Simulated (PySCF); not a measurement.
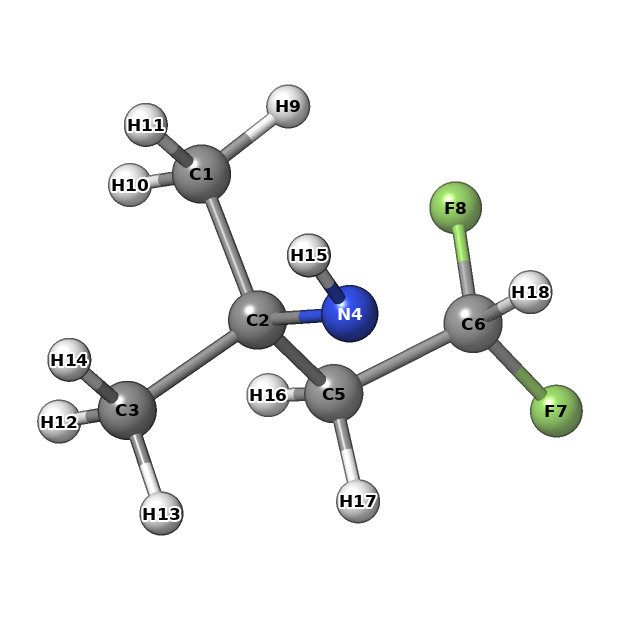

Charge 0, doublet. Computed geometry: GFN2-xTB optimisation. No frequency run is at hand to confirm it as a minimum. Level of theory: UKS B3LYP, pcH-1 on C F H N, non-relativistic (PySCF 2.14.0). Fermi-contact and spin-dipolar terms alone, no spin-orbit part.

### Which nucleus has the largest dipolar (anisotropic) hyperfine coupling?

14N at N4: principal values −43.2, −42.3, 85.5 MHz.

List the isotropic and dipolar parts for the most strongly coupled nuclei, one of each equivalent set.

```tsv
atom	isotope	a_iso (MHz)	dipolar part (MHz)
N4	14N	30.9	−43.2, −42.3, 85.5
H15	1H	−57.7	−51.3, −9.2, 60.5
C3	13C	80.9	−8.0, −7.9, 16.0
C1	13C	45.7	−5.5, −5.3, 10.7
H18	1H	2.8	−5.7, −4.4, 10.1
H13	1H	−5.6	−7.1, −2.5, 9.6
H14	1H	−5.2	−6.0, −2.9, 8.8
H9	1H	−4.8	−5.4, −2.4, 7.8
```
